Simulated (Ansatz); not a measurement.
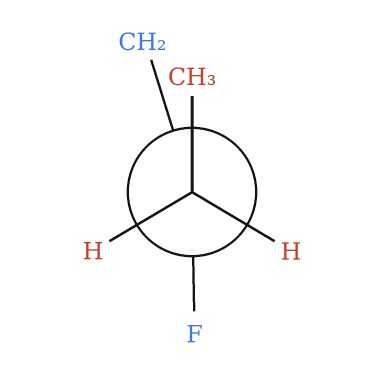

A Newman projection along the Sn–C bond, tin in front; angles are drawn as computed, but eclipsed bonds slightly apart. The geometry was computed by an optimisation with PBE-D4/def2-SVP. No frequency run is at hand to confirm it as a minimum.

Q: Which molecule is it?

A: C3H7FSn, C=[C](F)[SnH2][CH3]

Q: What is the torsion angle from the front CH3 to the back F? The sign is positive where the front bond must turn clockwise to cover the back bond.

A: 179°, antiperiplanar (anti).
